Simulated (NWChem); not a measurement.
# PBE0/def2-SVP run of C4H4Si (SMILES C#C[SiH2]C#C)

Wanted: a structure relaxation of C4H4Si. 

Program for the calculation: NWChem 7.3.0.

### 1 The structure to begin with

The species is C4H4Si (9 atoms), meant as a singlet with charge 0. As SMILES, `C#C[SiH2]C#C`. The shape is that of a PBE0-D4/def2-TZVP optimisation. The run starts from this shape.

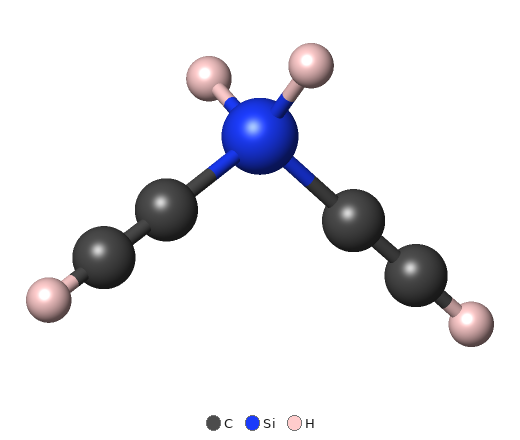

The structure, seen from a chosen angle (carbon dark grey, silicon blue, hydrogen pink).

### 2 A structure relaxation at PBE0/def2-SVP

Contents of c4h4si.nw:

```
echo
start c4h4si
memory total 2200 mb

geometry units au
  C    3.75318506  -0.12850138   3.19930633
  C    2.35270903  -0.60131085   1.46604953
  Si   0.26361679  -1.34888651  -1.16482718
  C   -2.36763786   0.86851813  -1.22529842
  C   -4.12073679   2.32190649  -1.28822630
  H    4.98812108   0.29404138   4.73395291
  H    1.69338358  -1.15537855  -3.56364553
  H   -0.72678867  -3.94820479  -0.85056573
  H   -5.66880043   3.60994382  -1.33905993
end

basis spherical bse
  C library def2-SVP
  Si library def2-SVP
  H library def2-SVP
end

dft
  xc pbe0
  grid fine
  convergence energy 1e-07
  iterations 100
  mulliken
  print low
end

driver
  maxiter 60
end

freq
  temp 2 298.15 573.15
end

task dft optimize
task dft frequencies
```

Run with:

```sh
$ nwchem c4h4si.nw > c4h4si.out
```

Log:

```text
[...]
 Group name             C2v
[...]
 d= 0,ls=0.0,diis     1   -443.6130093131 -6.07D+02  8.55D-03  3.84D-01     0.6
[...]
         Total DFT energy =     -443.665347852697
[...]
@    0    -443.66534785  0.0D+00  0.02324  0.00584  0.00000  0.00000      5.3
[...]
         Total DFT energy =     -443.665958842766
[...]
@    1    -443.66608813 -7.4D-04  0.00353  0.00120  0.01539  0.03994     12.6
[...]
@    2    -443.66616483 -7.7D-05  0.00138  0.00038  0.00615  0.01367     17.8
[...]
         Total DFT energy =   -443.666172809642
[...]
@    3    -443.66617281 -8.0D-06  0.00010  0.00003  0.00148  0.00373     20.7
[...]
         Total DFT energy =     -443.666172916564
[...]
         Total DFT energy =   -443.666172916564
                         DFT ENERGY GRADIENTS
    atom               coordinates                        gradient
                 x          y          z           x          y          z
   1 C       4.734409   0.000000   1.645630   -0.000003   0.000000   0.000021
   2 C       2.838898   0.000000   0.344993   -0.000014   0.000000   0.000021
   3 Si      0.000000   0.000000  -1.641734    0.000000   0.000000  -0.000033
   4 C      -2.838898   0.000000   0.344993    0.000014  -0.000000   0.000021
   5 C      -4.734409   0.000000   1.645630    0.000003   0.000000   0.000021
   6 H       6.408792   0.000000   2.799044   -0.000009   0.000000  -0.000001
   7 H       0.000000   2.300284  -3.265273    0.000000   0.000001  -0.000024
   8 H       0.000000  -2.300284  -3.265273    0.000000  -0.000001  -0.000024
   9 H      -6.408792   0.000000   2.799044    0.000009   0.000000  -0.000001
[...]
@    4    -443.66617292 -1.1D-07  0.00002  0.00001  0.00051  0.00104     22.8
[...]
      Optimization converged
[...]
@    4    -443.66617292 -1.1D-07  0.00002  0.00001  0.00051  0.00104     22.8
[...]
 d= 0,ls=0.0,diis     2   -443.6661732626  8.64D-11  2.59D-07  1.33D-09    25.3
         Total DFT energy =     -443.666173262634
      One electron energy =     -928.493480617123
           Coulomb energy =      366.674994128478
    Exchange-Corr. energy =      -43.585923589403
 Nuclear repulsion energy =      161.738236815413
[...]
 Zero-Point correction to Energy  =   34.955 kcal/mol  (  0.055704 au)
 Thermal correction to Energy     =   46.553 kcal/mol  (  0.074187 au)
 Thermal correction to Enthalpy   =   47.692 kcal/mol  (  0.076002 au)
 Total Entropy                    =   95.862 cal/mol-K
   - Translational                =   42.281 cal/mol-K (mol. weight =  80.0082)
   - Rotational                   =   27.112 cal/mol-K (symmetry #  =        2)
   - Vibrational                  =   26.470 cal/mol-K
 Cv (constant volume heat capacity) =   31.492 cal/mol-K
   - Translational                  =    2.979 cal/mol-K
   - Rotational                     =    2.979 cal/mol-K
   - Vibrational                    =   25.533 cal/mol-K
[...]
```

Wall time 2.5 min (1 thread of Intel Xeon 6975P-C (Granite Rapids), shared host); peak memory 0.18 GiB.

Step by step:

```
step  energy from the first frame kept (eV)
   0                                 0.0000
   1                                -0.0201
   2                                -0.0222
   3                                -0.0224
   4                                -0.0225
```

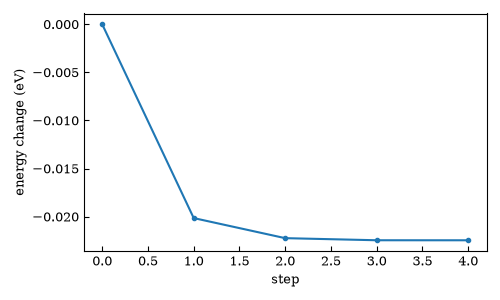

Energy along the run.

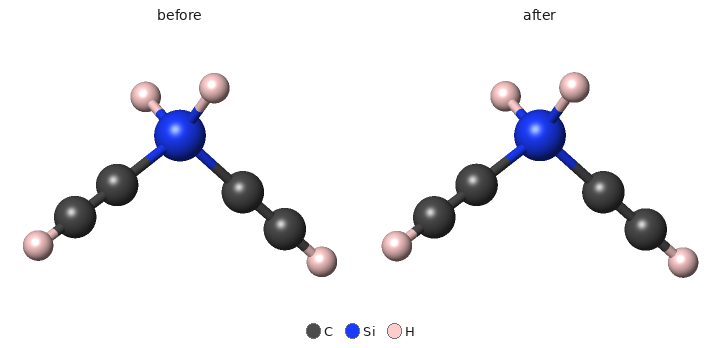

Before and after, at one scale.

After the run. Bond lengths: C1–C2 1.216 Å, C2–Si3 1.834 Å, Si3–C4 1.834 Å, C4–C5 1.216 Å, C1–H6 1.076 Å, Si3–H7 1.490 Å, Si3–H8 1.490 Å, C5–H9 1.076 Å. Angles: C1–C2–Si3 179.5°, C2–Si3–C4 110.0°, Si3–C4–C5 179.5°, C2–C1–H6 179.9°, C2–Si3–H7 109.3°, C2–Si3–H8 109.3°, C4–Si3–H7 109.3°, C4–Si3–H8 109.3°, C4–C5–H9 179.9°, H7–Si3–H8 109.6°.

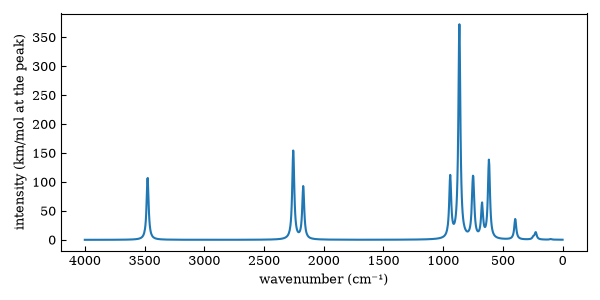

Harmonic infrared spectrum, unscaled, lines broadened by 10 cm⁻¹.

### 3 Summary of results

Level: PBE0/def2-SVP.

```
                                                 quantity             value
                                  total energy at the end     -443.66617 Eh
                               lowest harmonic wavenumber           98 cm⁻¹
                              highest harmonic wavenumber         3475 cm⁻¹
                                        zero-point energy      146.3 kJ/mol
ideal-gas entropy at 298.15 K (symmetry number 2 as used)  76.9 cal/(mol K)
```

**Reading.** At the final geometry: Bond lengths: C1–C2 1.216 Å, C2–Si3 1.834 Å, Si3–C4 1.834 Å, C4–C5 1.216 Å, C1–H6 1.076 Å, Si3–H7 1.490 Å, Si3–H8 1.490 Å, C5–H9 1.076 Å. Angles: C1–C2–Si3 179.5°, C2–Si3–C4 110.0°, Si3–C4–C5 179.5°, C2–C1–H6 179.9°, C2–Si3–H7 109.3°, C2–Si3–H8 109.3°, C4–Si3–H7 109.3°, C4–Si3–H8 109.3°, C4–C5–H9 179.9°, H7–Si3–H8 109.6°. All 21 modes are real, so the shape is a minimum at this level. The optimisation took 5 steps and changed the energy by -0.022 eV.
